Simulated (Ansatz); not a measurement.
**BH₆SbSi: trial inputs and their diagnosis**

Aim: try 4 inputs for BH₆SbSi as typed, read how each ends, and find what has to change.

The runs use Ansatz 0.2.0, Gaussian basis; the settings change from run to run.

## 1. The relaxed structure

The geometry comes from an earlier relaxation with PBE0-D4 in a triple-zeta def2 set; it is a stationary point, not always the lowest conformer. Sb takes a core potential in def2 sets; no spin-orbit term is included.

9 atoms, charge 0, spin multiplicity 1.

Atoms are counted from 1 here; the program's logs count them from 0.

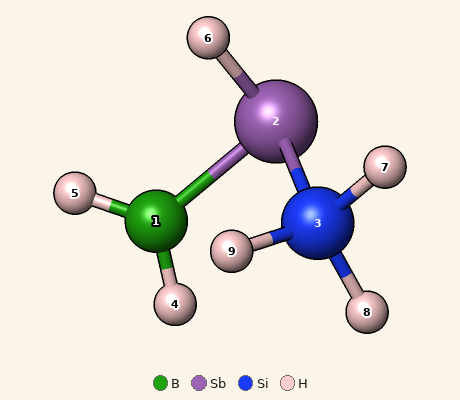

The geometry (boron green, antimony purple, silicon blue, hydrogen pink); atoms are numbered from 1 in the order of the file.

As a file:

```xyz
9

B    -1.2558    1.0284   -0.9202
Sb    0.9381    0.8971   -0.8491
Si    0.7522   -1.1987    0.6161
H    -1.8619    0.1137   -1.3925
H    -1.8357    2.0075   -0.5636
H     1.1570    1.9861    0.4442
H     2.0821   -1.4881    1.2124
H     0.3558   -2.3182   -0.2763
H    -0.2432   -1.0740    1.7119
```

## 2. Input 1

Input file in.yaml:

```yaml
crystal:
  periodic: [false, false, false]
  atoms:
    - {symbol: B, position_ang: [-1.255835, 1.028378, -0.920247]}
    - {symbol: Sb, position_ang: [0.938105, 0.897076, -0.849138]}
    - {symbol: Si, position_ang: [0.752223, -1.198742, 0.616092]}
    - {symbol: H, position_ang: [-1.861892, 0.113749, -1.392548]}
    - {symbol: H, position_ang: [-1.835740, 2.007511, -0.563607]}
    - {symbol: H, position_ang: [1.156982, 1.986095, 0.444221]}
    - {symbol: H, position_ang: [2.082050, -1.488085, 1.212424]}
    - {symbol: H, position_ang: [0.355774, -2.318230, -0.276327]}
    - {symbol: H, position_ang: [-0.243168, -1.073952, 1.711929]}
basis:
  gaussian: {orbitals: def2-TZVPD, fitting: {mean_field: cc-pVTZ-jkfit}}
total_charge: 1
magnetization: {spin_polarized: false, initial_magnetization: 1}
hamiltonian: {xc: {name: revPBE}, dispersion: d3bjatm}
```

Started as:

```
$ ansatz run in.yaml --threads 2 --pin off --events-out ev --progress --plain --max-ram 4352MiB
```

Standard output:

```text
Functional definition: revPBE
  name "revPBE"
  cite "Zhang & Yang, Phys. Rev. Lett. 80, 890 (1998) doi:10.1103/PhysRevLett.80.890"
  cite "Perdew, Burke & Ernzerhof, Phys. Rev. Lett. 77, 3865 (1996) doi:10.1103/PhysRevLett.77.3865"
  parameter kappa = 1.245
  parameter beta = 0.06672455060314922
  exchange = pbe_x(kappa = kappa, mu = beta*pi^2/3)
  correlation = pbe_c(beta = beta)
Error: <dir> the basis set cc-pVTZ-JKFIT has no functions for Sb
```

Wall time 0.05 s (2 threads of Arm Neoverse V1, shared host).

What is wrong: The program refused the input. The fitting set named has no entry for an element of this molecule. Cure: leave the fitting key out, or name a set that covers all elements and suits the basis. The input also asks for charge 1 and multiplicity 2, not those of the species named; set them back first.

## 3. Input 2

Input file in.yaml:

```yaml
crystal:
  periodic: [false, false, false]
  atoms:
    - {symbol: B, position_ang: [-1.255835, 1.028378, -0.920247]}
    - {symbol: Sb, position_ang: [0.938105, 0.897076, -0.849138]}
    - {symbol: Si, position_ang: [0.752223, -1.198742, 0.616092]}
    - {symbol: H, position_ang: [-1.861892, 0.113749, -1.392548]}
    - {symbol: H, position_ang: [-1.835740, 2.007511, -0.563607]}
    - {symbol: H, position_ang: [1.156982, 1.986095, 0.444221]}
    - {symbol: H, position_ang: [2.082050, -1.488085, 1.212424]}
    - {symbol: H, position_ang: [0.355774, -2.318230, -0.276327]}
    - {symbol: H, position_ang: [-0.243168, -1.073952, 1.711929]}
basis:
  gaussian: {orbitals: x2c-TZVPPall}
magnetization: {spin_polarized: true, initial_magnetization: 0}
hamiltonian: {xc: {name: HF}}
correlation: {method: mp2, frozen_orbitals: {B: 9}}
```

Same command.

Standard output:

```text
Functional definition: HF
  name "HF"
  cite "Fock, Z. Phys. 61, 126 (1930) doi:10.1007/BF01340294"
  parent pbe
  exchange = exact_x
  correlation = 0
Error: "frozen_orbitals" has no count for Sb
```

Run time: 0.1 s. Hardware: 2 threads of Arm Neoverse V1, shared host.

Diagnosis: Refused before any calculation. Frozen orbitals are typed for one element alone, and the program wants a count for each. Cure: leave frozen_orbitals out, or give every element a count that its core really has.

## 4. Input 3

Input file in.yaml:

```yaml
crystal:
  periodic: [false, false, false]
  atoms:
    - {symbol: B, position_ang: [-1.234129, 1.029265, -0.884995]}
    - {symbol: Sb, position_ang: [0.915204, 0.911725, -0.909810]}
    - {symbol: Si, position_ang: [0.766783, -1.233457, 0.610763]}
    - {symbol: H, position_ang: [-1.824809, 0.150648, -1.415298]}
    - {symbol: H, position_ang: [-1.818519, 2.047544, -0.572521]}
    - {symbol: H, position_ang: [1.138233, 1.996133, 0.426086]}
    - {symbol: H, position_ang: [2.066564, -1.550715, 1.223681]}
    - {symbol: H, position_ang: [0.369863, -2.310529, -0.307656]}
    - {symbol: H, position_ang: [-0.233594, -1.038911, 1.717567]}
basis:
  gaussian: {orbitals: STO-3G}
hamiltonian: {xc: {name: HF}}
correlation: {method: mp2, frozen_orbitals: {B: 0}}
output: {forces: true}
```

The command is unchanged.

Standard output:

```text
Functional definition: HF
  name "HF"
  cite "Fock, Z. Phys. 61, 126 (1930) doi:10.1007/BF01340294"
  parent pbe
  exchange = exact_x
  correlation = 0
Error: "frozen_orbitals" has no count for Sb
```

It took 0.05 s on 2 threads of Arm Neoverse V1, shared host.

Diagnosis: Refused before any calculation. Frozen orbitals are typed for one element alone, and the program wants a count for each. Its coordinates are also moved off the relaxed structure. To mend it, leave frozen_orbitals out, or give every element a count that its core really has.

## 5. Input 4

Input file in.yaml:

```yaml
crystal:
  periodic: [false, false, false]
  atoms:
    - {symbol: B, position_ang: [-2.744801, 2.195358, -1.860288]}
    - {symbol: Sb, position_ang: [2.202707, 0.987251, -2.057354]}
    - {symbol: Si, position_ang: [2.113076, -2.644255, 1.240576]}
    - {symbol: H, position_ang: [-4.556848, 0.951432, -2.646896]}
    - {symbol: H, position_ang: [-3.919773, 3.894892, -1.655144]}
    - {symbol: H, position_ang: [2.551720, 4.399927, 0.490497]}
    - {symbol: H, position_ang: [4.036232, -3.433381, 2.828804]}
    - {symbol: H, position_ang: [0.853012, -5.204228, -0.818504]}
    - {symbol: H, position_ang: [-0.674267, -2.848022, 3.647442]}
basis:
  gaussian: {orbitals: def2-SVP}
hamiltonian: {xc: {name: B3LYP}}
scf: {lower_state_search: off}
```

The command is unchanged.

Standard output:

```text
Functional definition: B3LYP
  name "B3LYP"
  cite "Stephens, Devlin, Chabalowski & Frisch, J. Phys. Chem. 98, 11623 (1994) doi:10.1021/j100096a001"
  cite "Becke, Phys. Rev. A 38, 3098 (1988) doi:10.1103/PhysRevA.38.3098"
  cite "Lee, Yang & Parr, Phys. Rev. B 37, 785 (1988) doi:10.1103/PhysRevB.37.785"
  cite "Vosko, Wilk & Nusair, Can. J. Phys. 58, 1200 (1980) doi:10.1139/p80-159"
  parameter a0 = 0.2
  parameter ax = 0.72
  parameter ac = 0.81
  exchange = (1 - a0 - ax)*slater_x + ax*b88_x + a0*exact_x
  correlation = (1 - ac)*vwn_rpa_c + ac*lyp_c
these checks for a lower state are left out or cut short: stability, starts, cluster_reference, orbital_swaps, neighbouring_geometries, increment
963 factors; integrals over basis functions are off by at most 1.3e-3 eV
mean field evaluation 1: about -15122.4024 eV, gradient 4.5e1 eV
mean field evaluation 2: about -14983.5467 eV, gradient 1.3e2 eV
mean field evaluation 4: about -15034.1231 eV, gradient 9.5e1 eV
mean field evaluation 8: about -15160.6407 eV, gradient 6.3e-1 eV
mean field evaluation 16: about -15160.6696 eV, gradient 1.7e-6 eV
mean field -15160.66956090 eV, -557.1443300922 hartree, gradient 1.7e-6 eV, S^2 0.000000; 0 other end points of the search recorded, 0 dependent functions left out
reference -15160.67013613 eV, -557.1443512316 hartree; 24, 24 occupied and 64, 64 virtual orbitals, 963 factors
Total energy: -15160.67013613 eV, -557.1443512316 hartree
Checks for a lower state left out: stability, starts, cluster_reference, orbital_swaps, neighbouring_geometries, increment
```

It took 1.5 s on 2 threads of Arm Neoverse V1, shared host.

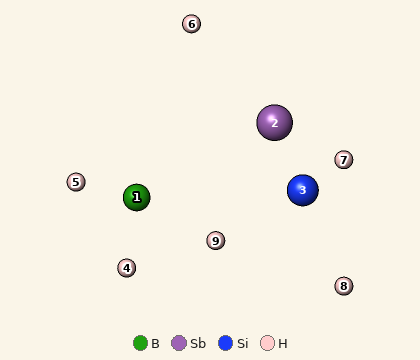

The geometry of this input.

**Diagnosis.** The run converged, but a converged run isn't a right one. The geometry is stretched to more than twice its size. The shortest distance is 2.08 Å (B1–H5), against 1.19 Å in the relaxed molecule. Its coordinates are also moved off the relaxed structure. Its energy is no property of the relaxed molecule. Fix: use the relaxed coordinates.

## 6. Summary

| input | level | ended | cause | time |
| --- | --- | --- | --- | --- |
| 1 | revPBE/def2-TZVPD | refused | the fitting set named has no entry for an element of this molecule | 0.05 s |
| 2 | MP2/x2c-TZVPPall | refused | frozen orbitals are typed for one element alone, and the program wants a count for each | 0.1 s |
| 3 | MP2/STO-3G | refused | frozen orbitals are typed for one element alone, and the program wants a count for each | 0.05 s |
| 4 | B3LYP/def2-SVP | converged | the geometry is stretched to more than twice its size | 1.5 s |

In words: 3 refused, 1 converged. A refusal costs next to no computing time. The dangerous case is the input that converges on a wrong geometry, charge, spin, basis or grid: often only a look at the input shows it.
